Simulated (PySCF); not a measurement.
Run report: C₄H₁₀AlO₄S (charge −1), geometry relaxation (part 1 of 2)

The run: geometry relaxation of C₄H₁₀AlO₄S, charge −1. Method and program: PBE0-D3(BJ)/def2-SVP geometry optimisation, gas phase (PySCF 2.14.0).

It belongs to a series of runs on one base structure; here: H on C replaced by SO3-.

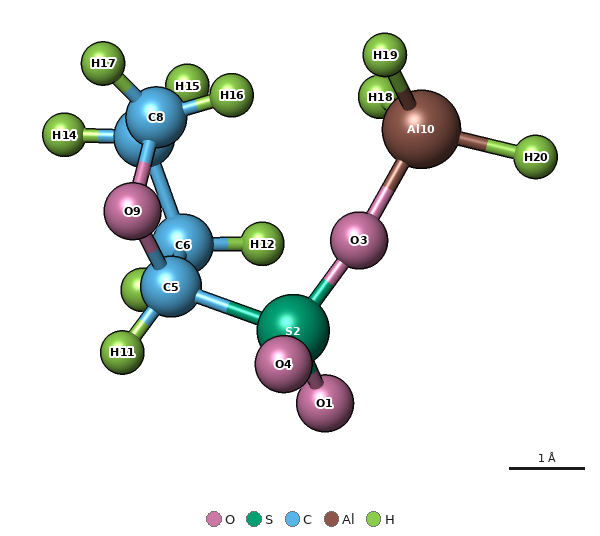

Figure 1. The structure as given in the input (ball-and-stick view, seen at a tilt; atoms are numbered from 1 in the order of the input). Sticks mark near contacts.

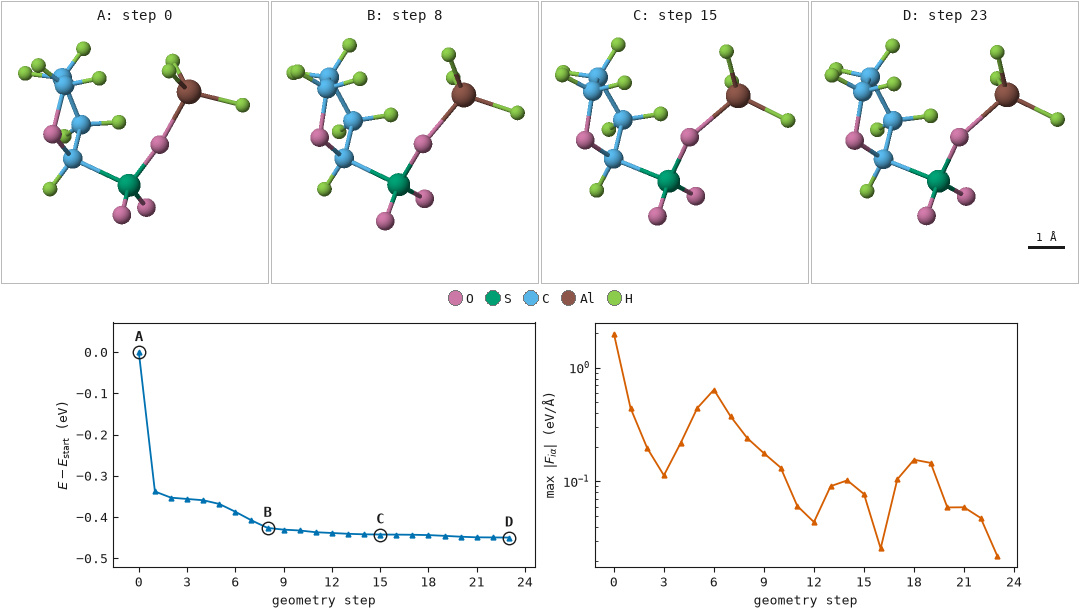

Figure 2. Frames of the relaxation (ball-and-stick view, seen at a tilt) above the curves, on which the letters mark them (steps are counted from 0).

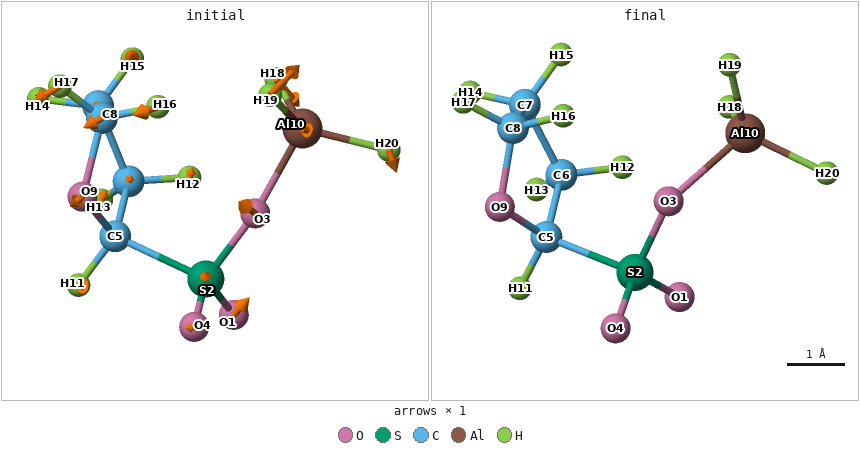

Figure 3. Before (left) and after (right) the relaxation, at one scale (ball-and-stick view, seen at a tilt). The orange arrows give the displacements, at true length. The largest move after the best rigid fit is that of H19, 0.93 Å. By element the largest moves are H 0.93 Å, O 0.58 Å, C 0.39 Å, Al 0.33 Å, S 0.20 Å. Distances before and after: O3–Al10 1.737 → 1.870 Å, Al10–H20 1.576 → 1.620 Å, S2–O3 1.500 → 1.541 Å, O1–S2 1.429 → 1.466 Å. Among the angles that change: S2–O3–Al10 169.9° → 135.0°, O3–Al10–H20 105.2° → 109.5°, C5–C6–H12 107.1° → 110.7°. Over 23 geometry steps the energy falls by 0.449 eV. Largest force component: 2 eV/Å at the start, 0.022 eV/Å at the end. (Atoms are counted from 1 in the order of the input.)

The input and output of the run follow.

**The input**
```
{"job": {"xc": "PBE0", "basis": "def2-SVP", "d3": "d3bj", "grid": 1, "shake": 0.01, "kind": "geom"}, "charge": -1, "multiplicity": 1}
O     -1.982650    -2.000940    -0.759790
S     -1.080370    -1.675790     0.299260
O      0.335000    -1.741590    -0.192670
O     -1.229260    -2.429650     1.506260
C     -1.359310     0.100020     0.676150
C     -1.109750     0.910410    -0.589260
C     -0.016780     1.906320    -0.170300
C      0.618830     1.203820     1.022600
O     -0.485290     0.555310     1.696200
Al     1.928740    -1.529220    -0.849260
H     -2.386840     0.131280     1.079170
H     -0.714570     0.222170    -1.337210
H     -2.038280     1.391150    -0.974940
H     -0.491430     2.859280     0.144290
H      0.697360     2.072750    -0.957200
H      1.343850     0.478950     0.693740
H      1.054880     1.884330     1.757120
H      1.760300    -0.215640    -1.802420
H      2.869110    -1.242000     0.415650
H      2.235470    -2.865560    -1.627300
```

The first line tells a small driver script what to run in PySCF; the rest is the geometry in Å.

Launched with:
```bash
OMP_NUM_THREADS=1 python <driver script> task.json out
```

**Output**
```
step   0  E = -1098.70038538  max force = 0.038603
step   1  E = -1098.71279700  max force = 0.008552
step   2  E = -1098.71334820  max force = 0.003802
step   3  E = -1098.71346259  max force = 0.002192
step   4  E = -1098.71357656  max force = 0.004201
step   5  E = -1098.71390654  max force = 0.008542
step   6  E = -1098.71460220  max force = 0.012402
step   7  E = -1098.71536739  max force = 0.007230
step   8  E = -1098.71604203  max force = 0.004662
step   9  E = -1098.71619620  max force = 0.003428
step  10  E = -1098.71627150  max force = 0.002568
step  11  E = -1098.71642634  max force = 0.001181
step  12  E = -1098.71649386  max force = 0.000851
step  13  E = -1098.71656583  max force = 0.001759
step  14  E = -1098.71661227  max force = 0.001983
step  15  E = -1098.71663122  max force = 0.001501
step  16  E = -1098.71663928  max force = 0.000500
step  17  E = -1098.71665223  max force = 0.002025
step  18  E = -1098.71668032  max force = 0.003008
step  19  E = -1098.71674861  max force = 0.002822
step  20  E = -1098.71682421  max force = 0.001145
step  21  E = -1098.71688041  max force = 0.001149
step  22  E = -1098.71689004  max force = 0.000926
step  23  E = -1098.71690127  max force = 0.000428
optimisation converged
```

**Trajectory as extended XYZ (Å, eV, eV/Å), 24 frames, from step=0 to step=23**
```
20
Properties=species:S:1:pos:R:3:forces:R:3 step=0 energy=-29897.16031
O    -1.9827   -2.0009   -0.7598   -1.6802  -0.2073  -1.9851
S    -1.0804   -1.6758    0.2993    0.0316   0.7770   0.7811
O     0.3350   -1.7416   -0.1927   -0.3941   0.0287   0.4009
O    -1.2293   -2.4297    1.5063   -0.1475  -0.7736   1.8826
C    -1.3593    0.1000    0.6762    0.3388  -0.2104   0.8420
C    -1.1098    0.9104   -0.5893   -0.1347   0.4573   0.0280
C    -0.0168    1.9063   -0.1703   -0.9250  -0.1158   0.7726
C     0.6188    1.2038    1.0226   -1.4763   0.3388   0.5492
O    -0.4853    0.5553    1.6962    0.1732   0.1369  -1.1993
Al    1.9287   -1.5292   -0.8493    1.1225   0.4110  -0.5906
H    -2.3868    0.1313    1.0792    0.0590  -0.0773  -0.1374
H    -0.7146    0.2222   -1.3372   -0.0216   0.0233  -0.4666
H    -2.0383    1.3912   -0.9749    0.4815  -0.2403   0.1259
H    -0.4914    2.8593    0.1443    0.2674  -0.1397  -0.0798
H     0.6974    2.0728   -0.9572    0.5149   0.2427  -0.6213
H     1.3438    0.4789    0.6937    0.6939  -0.5285  -0.1073
H     1.0549    1.8843    1.7571    0.2775   0.1261   0.1026
H     1.7603   -0.2156   -1.8024    0.1645   0.1036  -0.1095
H     2.8691   -1.2420    0.4157    0.3528   0.0919   0.1655
H     2.2355   -2.8656   -1.6273    0.3020  -0.4443  -0.3534
20
Properties=species:S:1:pos:R:3:forces:R:3 step=1 energy=-29897.49804
O    -2.0970   -2.0086   -0.7770    0.2940   0.1588   0.4398
S    -1.1645   -1.6949    0.3208    0.2582  -0.2164  -0.4029
O     0.2939   -1.7580   -0.1692   -0.2666  -0.0467   0.2036
O    -1.3265   -2.4143    1.5856   -0.0053   0.2085  -0.3209
C    -1.3913    0.0947    0.6409   -0.0667  -0.0347   0.1287
C    -1.0648    0.9222   -0.6135    0.0826  -0.1339   0.0113
C    -0.0107    1.9143   -0.1130   -0.0121  -0.0066  -0.1402
C     0.5430    1.2087    1.1154    0.1009  -0.1790  -0.0476
O    -0.5797    0.5511    1.6797    0.0431  -0.0215  -0.0721
Al    1.9800   -1.5535   -0.9081   -0.0336  -0.1161  -0.0404
H    -2.4424    0.1386    0.9678   -0.0319   0.0583  -0.0244
H    -0.6387    0.2666   -1.3878   -0.0311   0.0468  -0.0025
H    -1.9573    1.4043   -1.0345   -0.0076   0.0000   0.0288
H    -0.4789    2.8683    0.1780    0.0096   0.0334  -0.0090
H     0.7591    2.1054   -0.8779   -0.0310   0.0202   0.1111
H     1.3326    0.4804    0.8366   -0.1180   0.1374   0.0883
H     0.9527    1.8883    1.8785   -0.0181  -0.0084  -0.0037
H     1.8547   -0.2469   -1.8840   -0.0306  -0.0050  -0.0027
H     3.0076   -1.2384    0.3239   -0.0773  -0.0306  -0.0387
H     2.3526   -2.9231   -1.7205   -0.0584   0.1355   0.0936
20
Properties=species:S:1:pos:R:3:forces:R:3 step=2 energy=-29897.51304
O    -2.0864   -1.9858   -0.7810    0.1279   0.0562   0.1320
S    -1.1510   -1.6888    0.3119    0.0322  -0.0811  -0.1929
O     0.3015   -1.7714   -0.1716   -0.1624  -0.0090   0.1955
O    -1.3310   -2.4039    1.5724    0.0378   0.0456  -0.1069
C    -1.3839    0.0955    0.6403    0.0000  -0.0456   0.0339
C    -1.0477    0.9198   -0.6119    0.0325   0.0011  -0.0001
C    -0.0105    1.9240   -0.1017   -0.0281  -0.0166  -0.0313
C     0.5363    1.2244    1.1346   -0.0096  -0.0287   0.0218
O    -0.5826    0.5523    1.6850    0.0384  -0.0014  -0.0103
Al    1.9741   -1.5842   -0.9304   -0.0500   0.0062  -0.0362
H    -2.4395    0.1434    0.9543    0.0039   0.0039  -0.0253
H    -0.6129    0.2700   -1.3847   -0.0040   0.0190  -0.0099
H    -1.9414    1.3956   -1.0372   -0.0038   0.0034   0.0011
H    -0.4934    2.8735    0.1828    0.0180   0.0065   0.0004
H     0.7694    2.1285   -0.8488    0.0070   0.0110   0.0144
H     1.3391    0.5124    0.8738   -0.0023  -0.0016  -0.0030
H     0.9227    1.9105    1.9033    0.0010   0.0149   0.0043
H     1.8396   -0.2773   -1.9047   -0.0089  -0.0002  -0.0074
H     3.0072   -1.2823    0.2917   -0.0170  -0.0046   0.0051
H     2.3151   -2.9505   -1.7364   -0.0125   0.0207   0.0147
20
Properties=species:S:1:pos:R:3:forces:R:3 step=3 energy=-29897.51616
O    -2.0867   -1.9701   -0.7963   -0.0287  -0.0283  -0.0569
S    -1.1619   -1.6891    0.3041   -0.0484   0.1127  -0.0334
O     0.2895   -1.7720   -0.1597    0.0907  -0.0845   0.1001
O    -1.3549   -2.4089    1.5569   -0.0089  -0.0517   0.0252
C    -1.3803    0.0927    0.6377   -0.0043  -0.0199  -0.0170
C    -1.0283    0.9144   -0.6128   -0.0191   0.0507  -0.0038
C     0.0127    1.9102   -0.0968   -0.0226  -0.0077   0.0375
C     0.5467    1.2053    1.1431   -0.0406   0.0537   0.0312
O    -0.5784    0.5394    1.6861    0.0050  -0.0069   0.0153
Al    1.9478   -1.5628   -0.9328   -0.0478   0.0500  -0.0444
H    -2.4383    0.1535    0.9408    0.0022   0.0140   0.0069
H    -0.5961    0.2655   -1.3870    0.0048   0.0005  -0.0044
H    -1.9168    1.3984   -1.0402   -0.0008   0.0056  -0.0030
H    -0.4628    2.8641    0.1858    0.0046  -0.0027   0.0062
H     0.8009    2.1125   -0.8344    0.0191  -0.0086  -0.0259
H     1.3468    0.4909    0.8885    0.0393  -0.0357  -0.0152
H     0.9308    1.8913    1.9136    0.0037   0.0026   0.0061
H     1.7845   -0.2510   -1.8971    0.0182  -0.0109  -0.0080
H     2.9796   -1.2615    0.2870    0.0177   0.0072   0.0131
H     2.2899   -2.9172   -1.7448    0.0159  -0.0402  -0.0296
20
Properties=species:S:1:pos:R:3:forces:R:3 step=4 energy=-29897.51926
O    -2.0746   -1.9539   -0.8270   -0.1150  -0.0112  -0.1545
S    -1.1645   -1.6865    0.2863   -0.0793   0.0798   0.0356
O     0.2895   -1.7870   -0.1542    0.2160  -0.0263   0.0680
O    -1.3789   -2.4149    1.5293   -0.0476  -0.0554   0.1047
C    -1.3762    0.0939    0.6321    0.0126   0.0155  -0.0443
C    -1.0158    0.9294   -0.6080   -0.0338   0.0306   0.0053
C     0.0194    1.9207   -0.0748    0.0045   0.0088   0.0544
C     0.5454    1.2065    1.1638   -0.0278   0.0432   0.0106
O    -0.5807    0.5299    1.6907   -0.0088  -0.0097   0.0103
Al    1.9369   -1.5849   -0.9480   -0.0289   0.0559  -0.0500
H    -2.4366    0.1590    0.9255    0.0010  -0.0068   0.0240
H    -0.5790    0.2914   -1.3885    0.0117  -0.0179  -0.0014
H    -1.9025    1.4179   -1.0345    0.0040  -0.0029  -0.0014
H    -0.4585    2.8718    0.2132   -0.0006  -0.0044   0.0023
H     0.8139    2.1317   -0.8035    0.0111  -0.0114  -0.0238
H     1.3515    0.4982    0.9090    0.0312  -0.0372  -0.0146
H     0.9200    1.8890    1.9426   -0.0040  -0.0137   0.0042
H     1.7721   -0.2744   -1.9135    0.0162  -0.0047  -0.0055
H     2.9813   -1.2903    0.2630    0.0177   0.0128   0.0098
H     2.2621   -2.9422   -1.7614    0.0198  -0.0448  -0.0338
20
Properties=species:S:1:pos:R:3:forces:R:3 step=5 energy=-29897.52824
O    -2.0343   -1.8846   -0.9418   -0.2090  -0.0440  -0.3365
S    -1.1814   -1.6756    0.2238   -0.2517   0.1571   0.1915
O     0.2876   -1.8168   -0.1295    0.4392   0.0131   0.0839
O    -1.4853   -2.4257    1.4327   -0.0702  -0.1243   0.2117
C    -1.3713    0.0968    0.6128    0.0309   0.0927  -0.0821
C    -0.9688    0.9685   -0.5903   -0.0571  -0.0170   0.0111
C     0.0588    1.9305    0.0015    0.0754   0.0495   0.0626
C     0.5424    1.1776    1.2361    0.0336   0.0023  -0.0484
O    -0.5992    0.4879    1.7071   -0.0453   0.0037  -0.0020
Al    1.8925   -1.6111   -0.9988    0.0605   0.0169  -0.1082
H    -2.4390    0.1799    0.8734    0.0031  -0.0622   0.0495
H    -0.5192    0.3547   -1.3833    0.0134  -0.0284   0.0066
H    -1.8413    1.4790   -1.0213    0.0153  -0.0060  -0.0024
H    -0.4138    2.8804    0.3018   -0.0134  -0.0065  -0.0040
H     0.8782    2.1527   -0.6975   -0.0158  -0.0135  -0.0049
H     1.3557    0.4733    0.9838   -0.0150  -0.0003  -0.0006
H     0.8946    1.8391    2.0437   -0.0118  -0.0391  -0.0008
H     1.7038   -0.3023   -1.9611    0.0060   0.0022   0.0012
H     2.9833   -1.3276    0.1761   -0.0030   0.0203  -0.0094
H     2.1812   -2.9712   -1.8273    0.0147  -0.0163  -0.0187
20
Properties=species:S:1:pos:R:3:forces:R:3 step=6 energy=-29897.54717
O    -1.9023   -1.7770   -1.1547   -0.2881  -0.0888  -0.4472
S    -1.1912   -1.6558    0.1118   -0.5000   0.2341   0.3148
O     0.3009   -1.8614   -0.0602    0.6377   0.0758   0.1690
O    -1.6661   -2.4287    1.2490   -0.1731  -0.2073   0.1953
C    -1.3637    0.1005    0.5672    0.0668   0.2148  -0.0981
C    -0.8673    1.0346   -0.5532   -0.0789  -0.0894   0.0284
C     0.1374    1.9352    0.1589    0.1476   0.0622   0.0572
C     0.5192    1.1067    1.3822    0.1311  -0.0592  -0.1071
O    -0.6584    0.4089    1.7321   -0.0722   0.0399  -0.0144
Al    1.7891   -1.6267   -1.1110    0.2255  -0.1055  -0.2345
H    -2.4440    0.2068    0.7592    0.0049  -0.1223   0.0570
H    -0.3791    0.4633   -1.3561    0.0094  -0.0379   0.0184
H    -1.7027    1.5872   -1.0059    0.0277   0.0036   0.0126
H    -0.3257    2.8843    0.4754   -0.0211  -0.0080  -0.0088
H     1.0097    2.1674   -0.4723   -0.0462  -0.0056   0.0219
H     1.3412    0.4019    1.1460   -0.0753   0.0564   0.0173
H     0.8212    1.7194    2.2470   -0.0021  -0.0513  -0.0023
H     1.5071   -0.3349   -2.0704    0.0144   0.0057   0.0211
H     2.9848   -1.3322   -0.0424   -0.0246   0.0369  -0.0219
H     2.0146   -2.9941   -1.9608    0.0166   0.0460   0.0213
20
Properties=species:S:1:pos:R:3:forces:R:3 step=7 energy=-29897.56799
O    -1.8592   -1.7401   -1.2344   -0.1020  -0.0033  -0.2491
S    -1.2062   -1.6400    0.0695   -0.3718   0.0503   0.1984
O     0.3004   -1.8646   -0.0267    0.3576   0.1311   0.1039
O    -1.7508   -2.4229    1.1717   -0.0829  -0.0816   0.0601
C    -1.3678    0.1129    0.5499    0.0634   0.1848  -0.0235
C    -0.8364    1.0674   -0.5346   -0.0387  -0.1140   0.0137
C     0.1753    1.9300    0.2172    0.1178   0.0360   0.0082
C     0.5180    1.0628    1.4241    0.1306  -0.0861  -0.0972
O    -0.6815    0.3834    1.7355   -0.0691   0.0373  -0.0101
Al    1.7501   -1.6267   -1.1460    0.2220  -0.1614  -0.1978
H    -2.4503    0.2223    0.7271   -0.0026  -0.0957   0.0413
H    -0.3431    0.5059   -1.3421   -0.0094  -0.0247   0.0115
H    -1.6527    1.6464   -0.9885    0.0169   0.0101   0.0160
H    -0.2716    2.8821    0.5474   -0.0236  -0.0082  -0.0048
H     1.0618    2.1552   -0.3969   -0.0490   0.0034   0.0382
H     1.3279    0.3459    1.1817   -0.0920   0.0579   0.0256
H     0.8184    1.6435    2.3108   -0.0061  -0.0390   0.0001
H     1.4460   -0.3453   -2.1092   -0.0119   0.0117   0.0272
H     2.9780   -1.3148   -0.1176   -0.0413   0.0275  -0.0123
H     1.9683   -2.9977   -1.9972   -0.0079   0.0640   0.0506
20
Properties=species:S:1:pos:R:3:forces:R:3 step=8 energy=-29897.58635
O    -1.7859   -1.6496   -1.3580    0.1040   0.0475   0.1750
S    -1.2266   -1.5971   -0.0007    0.0649  -0.2397  -0.0112
O     0.3006   -1.8363    0.0069   -0.1992   0.1968  -0.0616
O    -1.8598   -2.4101    1.0360    0.0496   0.0540  -0.1253
C    -1.3843    0.1415    0.5391   -0.0046  -0.0021   0.0793
C    -0.8208    1.1196   -0.4984    0.0553  -0.0534  -0.0513
C     0.2198    1.9164    0.2915    0.0216  -0.0101  -0.0478
C     0.5221    0.9851    1.4590    0.0722  -0.0193   0.0062
O    -0.7106    0.3517    1.7421   -0.0600   0.0444  -0.0186
Al    1.7257   -1.6344   -1.1823    0.0731  -0.1239  -0.0360
H    -2.4683    0.2386    0.7131   -0.0023  -0.0112   0.0016
H    -0.3414    0.5687   -1.3222   -0.0325   0.0101  -0.0131
H    -1.6136    1.7428   -0.9337    0.0043   0.0240   0.0053
H    -0.1957    2.8700    0.6558   -0.0156  -0.0076   0.0101
H     1.1125    2.1309   -0.3145   -0.0025   0.0203   0.0296
H     1.2944    0.2425    1.1873   -0.0438   0.0080   0.0015
H     0.8445    1.5067    2.3732    0.0061   0.0027  -0.0009
H     1.4235   -0.3550   -2.1435   -0.0469   0.0340   0.0125
H     2.9746   -1.3171   -0.1827   -0.0247   0.0026   0.0027
H     1.9141   -3.0095   -2.0264   -0.0191   0.0231   0.0420
20
Properties=species:S:1:pos:R:3:forces:R:3 step=9 energy=-29897.59054
O    -1.8076   -1.6628   -1.3242    0.0391   0.0361   0.1145
S    -1.2289   -1.6016    0.0237    0.1654  -0.1698  -0.1309
O     0.3010   -1.8140   -0.0018   -0.1763   0.1232   0.0311
O    -1.8342   -2.4259    1.0670    0.0584   0.0690  -0.0681
C    -1.3921    0.1418    0.5511   -0.0121  -0.0391   0.0743
C    -0.8357    1.1027   -0.5077    0.0418  -0.0161  -0.0262
C     0.2163    1.9071    0.2610   -0.0131  -0.0271  -0.0280
C     0.5265    0.9913    1.4385    0.0192   0.0082   0.0223
O    -0.7094    0.3728    1.7441   -0.0395   0.0229   0.0076
Al    1.7463   -1.6197   -1.1678   -0.0292  -0.0489  -0.0092
H    -2.4750    0.2357    0.7345   -0.0018   0.0099  -0.0120
H    -0.3696    0.5377   -1.3290   -0.0188   0.0152  -0.0105
H    -1.6290    1.7255   -0.9430   -0.0013   0.0145   0.0101
H    -0.1961    2.8649    0.6184   -0.0090  -0.0052   0.0071
H     1.1039    2.1142   -0.3538    0.0084   0.0118   0.0055
H     1.2876    0.2383    1.1703   -0.0079  -0.0111  -0.0086
H     0.8629    1.5234    2.3414    0.0034   0.0059  -0.0003
H     1.4403   -0.3345   -2.1237   -0.0168   0.0074   0.0003
H     2.9787   -1.2981   -0.1518   -0.0068  -0.0021   0.0041
H     1.9389   -2.9936   -2.0054   -0.0031  -0.0047   0.0168
```
